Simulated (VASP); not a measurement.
Here is the system:

```
CELL_PARAMETERS angstrom
      0.00000     1.91366     1.91366
      1.91366     0.00000     1.91366
      7.70221     7.70221    -0.04759
ATOMIC_POSITIONS crystal
  Rh 0.98386 0.98386 0.01210
  Rh 0.00000 0.00000 0.25000
  Rh 0.01614 0.01614 0.48790
  Ag 0.00000 0.00000 0.75000
```

Method: PBEsol GGA, VASP's PBE PAW potentials (set 64) (plane waves; VASP 6.6.1). Run with 400 eV cut-off, 15×15×4 Γ-centred mesh, tetrahedra with Blöchl corrections, potentials Rh_pv Ag.

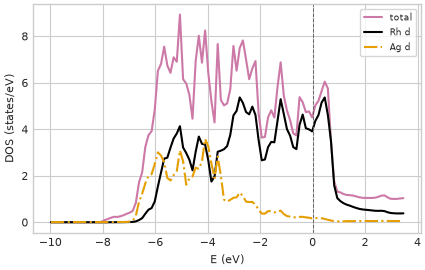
Fig. 1. Total and projected density of states, zero at the Fermi level

Within 2 eV below the Fermi level the largest weight inside VASP's projection spheres is Rh d.

It has no gap at this level: it comes out as a metal or semimetal.

The structure was generated: AgRh3 was put into an ordered model structure (R-3m), which need not be its known phase. It was relaxed first.
